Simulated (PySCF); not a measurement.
## Two runs on C₄H₈FOP

System: C₄H₈FOP.
Method of the first run: GIAO PBE0/pcSseg-1 NMR shielding, non-relativistic, gas phase (PySCF 2.14.0).

The geometry comes from this level: PBE0-D3(BJ)/def2-SVP. Text and figures count atoms from 1; the logs count them from 0 in places.

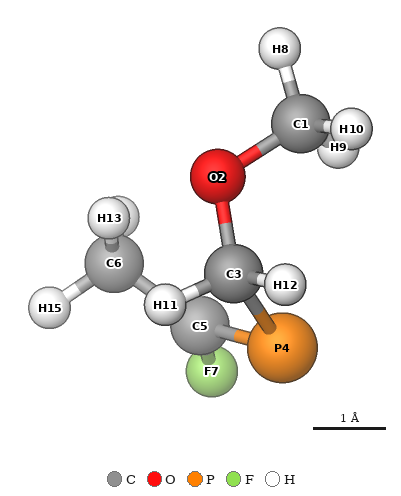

**Figure 1.** The input geometry (ball-and-stick view, seen at a tilt; atoms are numbered from 1 in the order of the input). Bond lengths as drawn: C–C 1.48 Å, C–F 1.34 Å, C–H 1.09 to 1.11 Å, C–O 1.39 to 1.40 Å and C–P 1.69 to 1.90 Å.

## The input, the first run
```
{"job": {"kind": "nmr", "xc": "PBE0", "basis": "pcSseg-1"}, "charge": 0, "multiplicity": 1}
C      2.107890     0.107477     0.351175
O      1.110877    -0.810396     0.009582
C      0.502793    -0.565396    -1.220507
P     -0.526848     1.016893    -1.411037
C     -1.626211     0.835813    -0.137896
C     -1.783091    -0.192903     0.918256
F     -2.555241     1.793657    -0.018081
H      2.533960    -0.206047     1.313750
H      1.706363     1.133471     0.455367
H      2.917296     0.129677    -0.404414
H     -0.139289    -1.432423    -1.441788
H      1.258297    -0.507796    -2.030606
H     -0.953715    -0.907803     0.919544
H     -1.821092     0.307168     1.900475
H     -2.746765    -0.714407     0.788013
```

The first line tells a small driver script what to run in PySCF; the rest is the geometry in Å.

Command:
```bash
OMP_NUM_THREADS=1 python <driver script> task.json out
```

Hardware: 1 CPU thread, shared host.

## Output (the first run)
```
coarse grid: 13104 points
cycle   1  E = -672.9239192967  dE =  7.499e-01  |g| = 6.409e-01  |ddm| = 3.382e+00
cycle   2  E = -672.8455237168  dE =  7.840e-02  |g| = 9.343e-01  |ddm| = 1.061e+00
cycle   3  E = -672.9970009082  dE = -1.515e-01  |g| = 9.546e-02  |ddm| = 6.881e-01
cycle   4  E = -672.9984784592  dE = -1.478e-03  |g| = 5.283e-02  |ddm| = 1.294e-01
cycle   5  E = -672.9991642317  dE = -6.858e-04  |g| = 2.061e-02  |ddm| = 6.962e-02
cycle   6  E = -672.9992768974  dE = -1.127e-04  |g| = 4.454e-03  |ddm| = 2.393e-02
cycle   7  E = -672.9992812002  dE = -4.303e-06  |g| = 9.009e-04  |ddm| = 3.573e-03
final grid: 122552 points
cycle   8  E = -673.0581648725  dE = -3.086e-05  |g| = 1.197e-02  |ddm| = 2.589e-02
cycle   9  E = -673.0581187998  dE =  4.607e-05  |g| = 1.845e-02  |ddm| = 2.126e-02
cycle  10  E = -673.0581934369  dE = -7.464e-05  |g| = 2.790e-03  |ddm| = 1.576e-02
cycle  11  E = -673.0581956099  dE = -2.173e-06  |g| = 4.422e-04  |ddm| = 2.969e-03
cycle  12  E = -673.0581956495  dE = -3.963e-08  |g| = 1.631e-04  |ddm| = 4.761e-04
cycle  13  E = -673.0581956549  dE = -5.411e-09  |g| = 3.594e-05  |ddm| = 1.834e-04
cycle  14  E = -673.0581956552  dE = -3.254e-10  |g| = 1.048e-05  |ddm| = 6.229e-05
converged SCF energy = -673.0581956552

GIAO shielding tensors (ppm)
atom      isotropic    diamagn.    paramagn.     s11        s22        s33       span
  0 C      127.494     245.492    -117.998     94.206    106.890    181.386     87.180
  1 O      315.402     397.396     -81.994    296.987    306.953    342.267     45.280
  2 C      115.611     250.067    -134.455     79.407    101.578    165.849     86.442
  3 P      150.396     967.350    -816.954   -158.574    193.526    416.235    574.810
  4 C      -57.515     257.718    -315.233   -274.007     39.480     61.982    335.989
  5 C      158.139     250.765     -92.626    139.960    151.448    183.007     43.046
  6 F      179.431     473.523    -294.092     46.165    122.464    369.666    323.501
  7 H       27.885      28.927      -1.042     24.127     25.372     34.156     10.028
  8 H       27.781      30.206      -2.425     23.466     27.362     32.516      9.050
  9 H       28.396      28.615      -0.219     24.895     25.781     34.513      9.617
 10 H       26.753      30.847      -4.094     22.545     26.393     31.321      8.776
 11 H       27.491      30.405      -2.914     22.576     27.171     32.727     10.151
 12 H       27.570      32.045      -4.475     22.393     27.709     32.609     10.216
 13 H       29.208      29.206       0.001     26.134     26.884     34.605      8.471
 14 H       29.136      27.826       1.310     25.790     26.423     35.195      9.406
```

For the second run the input was changed thus:
```diff
-"xc": "PBE0"
+"xc": "KT2"
+"pop": false
```

Predict how the results change.

The total energies belong to different methods, so their difference says nothing on which is more stable or more accurate. The HOMO goes from −6.87 to −5.85 eV. The LUMO goes from −1.44 to −2.25 eV. The dipole moment goes from 1.99 to 1.93 D. Of all shieldings, the largest change is that of P4, by +45.2 ppm. The functional changes from PBE0 to KT2. Exact exchange removes part of the self-interaction error of semilocal functionals, which pushes filled and empty levels apart. The SCF takes 16 iterations against 14.

## Output (the second run)
```
coarse grid: 13104 points
cycle   1  E = -681.2704640108  dE =  6.900e-01  |g| = 8.288e-01  |ddm| = 3.414e+00
cycle   2  E = -680.9105297455  dE =  3.599e-01  |g| = 1.614e+00  |ddm| = 2.072e+00
cycle   3  E = -681.3836894028  dE = -4.732e-01  |g| = 2.141e-01  |ddm| = 1.641e+00
cycle   4  E = -681.3922597459  dE = -8.570e-03  |g| = 1.034e-01  |ddm| = 3.358e-01
cycle   5  E = -681.3934091130  dE = -1.149e-03  |g| = 8.184e-02  |ddm| = 1.909e-01
cycle   6  E = -681.3955537568  dE = -2.145e-03  |g| = 1.096e-02  |ddm| = 1.003e-01
cycle   7  E = -681.3955829615  dE = -2.920e-05  |g| = 3.492e-03  |ddm| = 1.216e-02
cycle   8  E = -681.3955857149  dE = -2.753e-06  |g| = 1.044e-03  |ddm| = 4.107e-03
final grid: 122552 points
cycle   9  E = -681.5033961714  dE = -1.326e-04  |g| = 3.352e-02  |ddm| = 5.017e-02
cycle  10  E = -681.5024722332  dE =  9.239e-04  |g| = 7.067e-02  |ddm| = 8.264e-02
cycle  11  E = -681.5035300126  dE = -1.058e-03  |g| = 1.499e-02  |ddm| = 7.163e-02
cycle  12  E = -681.5036009252  dE = -7.091e-05  |g| = 3.389e-03  |ddm| = 1.920e-02
cycle  13  E = -681.5036031976  dE = -2.272e-06  |g| = 8.049e-04  |ddm| = 3.692e-03
cycle  14  E = -681.5036033573  dE = -1.596e-07  |g| = 1.301e-04  |ddm| = 7.185e-04
cycle  15  E = -681.5036033598  dE = -2.568e-09  |g| = 6.382e-05  |ddm| = 1.674e-04
cycle  16  E = -681.5036033606  dE = -7.449e-10  |g| = 1.765e-05  |ddm| = 6.572e-05
converged SCF energy = -681.5036033606

GIAO shielding tensors (ppm)
atom      isotropic    diamagn.    paramagn.     s11        s22        s33       span
  0 C      125.588     246.786    -121.199     90.978    104.971    180.814     89.836
  1 O      298.200     397.774     -99.574    274.762    291.206    328.631     53.869
  2 C      112.277     251.557    -139.280     74.475     98.470    163.886     89.411
  3 P      195.576     969.842    -774.266    -50.972    214.332    423.369    474.341
  4 C      -42.100     258.440    -300.540   -229.792     44.645     58.847    288.639
  5 C      156.851     252.296     -95.445    139.220    148.909    182.423     43.203
  6 F      153.088     474.126    -321.039     17.784     96.555    344.924    327.140
  7 H       27.787      29.177      -1.390     24.197     25.392     33.773      9.576
  8 H       27.510      30.632      -3.122     23.345     26.985     32.199      8.855
  9 H       28.283      28.591      -0.308     24.839     25.798     34.211      9.372
 10 H       26.467      31.226      -4.758     22.191     26.384     30.827      8.636
 11 H       27.294      30.412      -3.118     22.344     27.223     32.315      9.971
 12 H       27.550      32.794      -5.245     22.548     27.902     32.199      9.651
 13 H       29.061      29.395      -0.334     26.213     26.725     34.245      8.032
 14 H       28.980      27.796       1.183     25.787     26.314     34.838      9.051
```

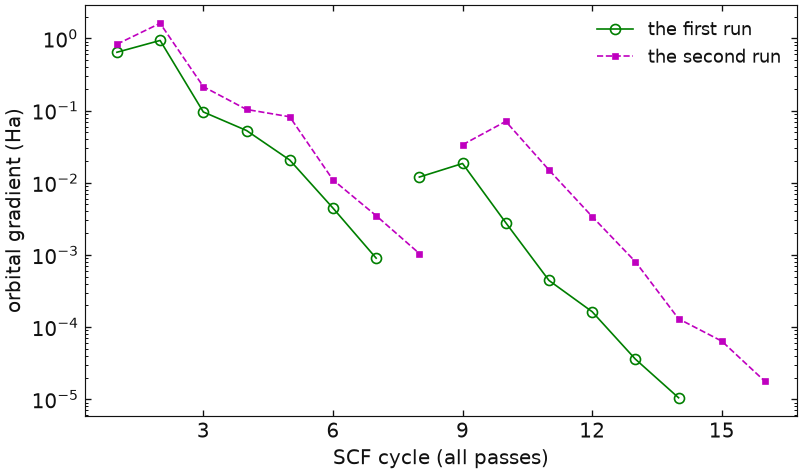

**Figure 2.** Convergence of the two runs: orbital gradient against the SCF cycle. A break in a curve parts two SCF passes (coarse and final grid). The first run takes 14 cycles in all, and the second run takes 16.

## The two runs side by side

```tsv
quantity	the first run	the second run
outcome	converged	converged
total energy (hartree)	−673.058196	−681.503603
HOMO (eV)	−6.87	−5.85
LUMO (eV)	−1.44	−2.25
dipole moment (D)	1.99	1.93
shielding of C1 (ppm)	127.5	125.6
shielding of O2 (ppm)	315.4	298.2
shielding of C3 (ppm)	115.6	112.3
shielding of P4 (ppm)	150.4	195.6
shielding of C5 (ppm)	−57.5	−42.1
shielding of C6 (ppm)	158.1	156.9
shielding of F7 (ppm)	179.4	153.1
SCF iterations	14	16
basis functions	166	166
wall time (shared host)	20 s	22 s
```
